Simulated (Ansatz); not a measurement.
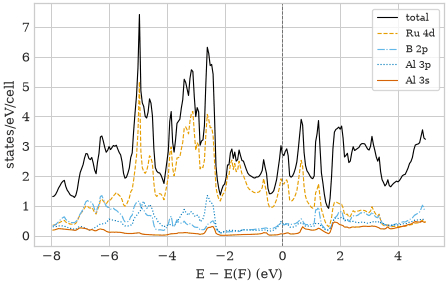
Fig. 1. Total and projected density of states of AlBRu in space group Cmcm (No. 63; Al on 4c, B on 4c, Ru on 4c), the program Ansatz at the PBEsol level (PAW)

Q: Which orbitals carry the states next to the Fermi level?

A: Within 0.5 eV of the Fermi level: Ru 4d 63 %, B 2p 16 %, Al 3p 14 %. Projections are on Löwdin-orthogonalised atomic valence shells; empty p or d shells of many metals are not among them.

Q: Where is the tallest occupied peak in this window, and what makes it?

A: Near -4.9 eV, about 7.4 states/eV per cell; the largest projected share is Ru 4d.

The start of the workflow was typed in or built on a structure type; neither database checked (COD, Materials Project) lists it. Its standing as an ambient phase is unchecked. Symmetry was held in the PBEsol relaxation; its stability against distortions is not shown here. The run is not spin-polarised. Scalar-relativistic: spin–orbit coupling is off unless named, which matters more the heavier the elements.

Potentials: the earlier of the program's two PAW sets. The files were generated under PBE; for other functionals the program regenerates the frozen cores, and for LDA and PBEsol the local potential too.
